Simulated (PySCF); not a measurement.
**PBE/STO-6G run of CH2ClF (chlorofluoromethane)**

What is the vertical ionisation energy of CH2ClF (chlorofluoromethane) at PBE/STO-6G? Input form: a Python script.

The calculation is run with PySCF 2.14.0.

5 further runs of the same task are left out: 5 set aside as unsound or not needed.

### Step 1. The molecule

CH2ClF: 5 atoms, total charge 0, spin state singlet. SMILES: `FCCl`. Geometry: relaxed at PBE0-D4/def2-TZVP.

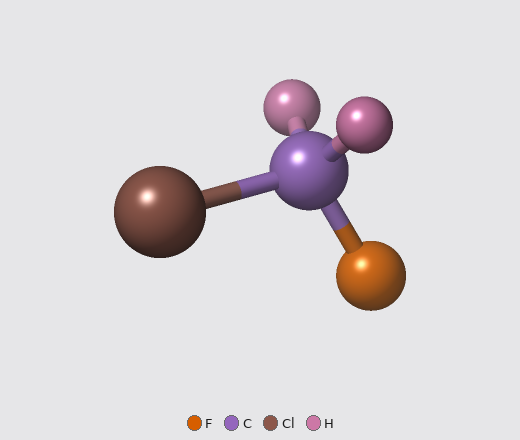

The structure, seen from a chosen angle (fluorine orange, carbon purple, chlorine brown, hydrogen pink).

### Step 2. A single-point energy at PBE/STO-6G

File run.py:

```python
# FCCl
from pyscf import gto, dft

mol = gto.Mole()
mol.atom = '''
F     -1.833885     1.059229     1.448475
C      0.157906     0.168790     0.109736
Cl    -0.799297    -2.329824    -1.886060
H      1.572498    -0.571831     1.408942
H      0.902760     1.673674    -1.081075
'''
mol.unit = 'bohr'
mol.charge = 0
mol.verbose = 4
mol.basis = 'sto-6g'
mol.max_memory = 1860
mol.build()

mf = dft.RKS(mol)
mf.xc = 'pbe'
mf.conv_tol = 1e-10
mf.grids.level = 5
mf.kernel()
if not mf.converged:
    mf = mf.newton().run(mf.mo_coeff, mf.mo_occ)

e_tot = mf.e_tot
print(f'total energy: {e_tot:.8f} hartree')
```

Command:

```
$ OMP_NUM_THREADS=1 python run.py
```

The log of the run:

```text
PySCF version 2.14.0

[... 72 lines left out ...]
converged SCF energy = -596.785352840004
total energy: -596.78535284 hartree
```

It took 3.3 s on 1 thread of Arm Neoverse V2, shared host; peak memory 0.21 GiB.

### Step 3. The doublet cation

File job.py:

```python
from pyscf import gto, dft

mol = gto.M(
    atom=[
    ('F', (-0.970450, 0.560520, 0.766500)),
    ('C', (0.083560, 0.089320, 0.058070)),
    ('Cl', (-0.422970, -1.232890, -0.998060)),
    ('H', (0.832130, -0.302600, 0.745580)),
    ('H', (0.477720, 0.885670, -0.572080)),
],
    spin=1,
    charge=1,
    basis='sto-6g',
    verbose=4,
    max_memory=1860,
)

mf = dft.UKS(mol, xc='pbe')
mf.grids.level = 5
mf.conv_tol = 1e-10
mf.kernel()
if not mf.converged:
    mf = mf.newton().run(mf.mo_coeff, mf.mo_occ)

energy = mf.e_tot
print(f'total energy: {energy:.8f} hartree')
```

Command:

```
$ OMP_NUM_THREADS=1 python job.py
```

The log of the run:

```text
PySCF version 2.14.0

[... 57 lines left out ...]
WARN: HOMO -0.318332915440385 >= LUMO -0.318332915440384
[... 50 lines left out ...]
converged SCF energy = -596.438361160847  <S^2> = 0.75054796  2S+1 = 2.0005479
total energy: -596.43836116 hartree
```

It took 6.3 s on 1 thread of Arm Neoverse V2, shared host; peak memory 0.21 GiB.

### Step 4. Outcome

At PBE/STO-6G:

```
                                          quantity          value
                      singlet CH2ClF: total energy  -596.78535 Eh
                     singlet CH2ClF: dipole moment         1.98 D
                       singlet CH2ClF: HOMO energy       -4.53 eV
                       singlet CH2ClF: LUMO energy        3.00 eV
                     singlet CH2ClF: HOMO–LUMO gap        7.53 eV
                      doublet cation: total energy  -596.43836 Eh
doublet cation: HOMO energy (highest over α and β)      -14.72 eV
 doublet cation: LUMO energy (lowest over α and β)      -14.16 eV
                              doublet cation: ⟨S²⟩          0.751
vertical ionisation energy (to the doublet cation)       9.442 eV
```

**Reading.** Removing an electron at fixed nuclei costs 9.44 eV (911 kJ/mol). The negative HOMO energy of the first species, 4.53 eV, lies 4.91 eV below that difference. In a minimal basis such a difference can be off by several eV, whatever the method. Mulliken charges (doublet cation) run from -0.02 on C2 to +0.31 on Cl3; they depend strongly on the basis.
